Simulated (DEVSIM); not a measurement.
System: Schottky contact on p-type GaP, at 300 K.

| layer (left to right) | material | thickness (μm) | Na (cm⁻³) | τn (s) | τp (s) |
|---|---|---|---|---|---|
| 1 | GaP | 6.20 | 1.3e15 | 1.1e-7 | 1.1e-7 |
| 2 | GaP | 1.30 | 5.4e17 | 1.1e-7 | 1.1e-7 |

Left contact: Schottky, work function 4.34 eV, emission velocity 1.1e7 cm/s. Right contact: ohmic. Voltage is applied to the left contact. Recombination: SRH at mid-gap, radiative. Mobility is μmin + (μ − μmin)/(1 + (N/Nref)^α).

Constants are typed, rounded textbook-type inputs, not results; the design itself was drawn at random and stands for no fabricated device. Values at 300 K.

```tsv
parameter	GaP
gap (eV)	2.26
affinity (eV)	3.8
permittivity	11.1
Nc (cm⁻³)	1.8e19
Nv (cm⁻³)	1.9e19
μn (cm²/Vs)	250
μp (cm²/Vs)	150
μn,min	10
μp,min	10
Nref,n	4.4e18
Nref,p	1e18
αn	0.8
αp	0.85
B (cm³/s)	1e-13
```

Model (solved in DEVSIM): 1D drift-diffusion, Boltzmann statistics, complete ionisation; no tunnelling, impact ionisation, image-force lowering or self-heating. Metal contacts follow the ideal Schottky-Mott rule: no Fermi-level pinning, no interface dipoles.

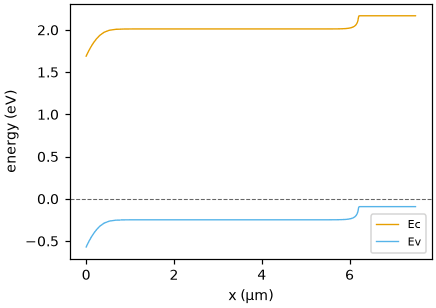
Band edges at -1.15 V on the left contact

Energies count from the Fermi level of the right contact; mesh points crowd at the junctions.

| x (μm) | Ec (eV) | Ev (eV) | n (cm⁻³) | p (cm⁻³) | field (V/cm) |
|---|---|---|---|---|---|
| 0.000 | 1.690 | -0.570 | 1.5e10 | 6.4e8 | 11000 |
| 0.02596 | 1.718 | -0.542 | 5.1e9 | 1.0e10 | 11000 |
| 0.07978 | 1.773 | -0.487 | 6.2e8 | 1.2e11 | 9500 |
| 0.1828 | 1.859 | -0.401 | 2.2e7 | 3.5e12 | 7300 |
| 0.5229 | 1.996 | -0.264 | 110000 | 6.9e14 | 1300 |
| 1.110 | 2.012 | -0.248 | 57000 | 1.3e15 | ≈ 0 |
| 2.327 | 2.012 | -0.248 | 53000 | 1.3e15 | ≈ 0 |
| 4.590 | 2.012 | -0.248 | 49000 | 1.3e15 | ≈ 0 |
| 5.403 | 2.012 | -0.248 | 48000 | 1.3e15 | ≈ 0 |
| 5.828 | 2.014 | -0.246 | 45000 | 1.4e15 | 190 |
| 6.033 | 2.026 | -0.234 | 28000 | 2.3e15 | 1400 |
| 6.152 | 2.066 | -0.194 | 6000 | 1.0e16 | 7300 |
| 6.189 | 2.111 | -0.148 | 1000 | 6.1e16 | 21000 |
| 6.209 | 2.163 | -0.097 | 140 | 4.4e17 | 9500 |
| 6.259 | 2.168 | -0.092 | 110 | 5.4e17 | ≈ 0 |
| 6.346 | 2.168 | -0.092 | 100 | 5.4e17 | ≈ 0 |
| 6.522 | 2.168 | -0.092 | < 1e2 | 5.4e17 | ≈ 0 |
| 6.876 | 2.168 | -0.092 | < 1e2 | 5.4e17 | ≈ 0 |
| 7.272 | 2.168 | -0.092 | < 1e2 | 5.4e17 | ≈ 0 |
| 7.395 | 2.168 | -0.092 | < 1e2 | 5.4e17 | ≈ 0 |
| 7.461 | 2.168 | -0.092 | < 1e2 | 5.4e17 | ≈ 0 |
| 7.500 | 2.168 | -0.092 | < 1e2 | 5.4e17 | ≈ 0 |
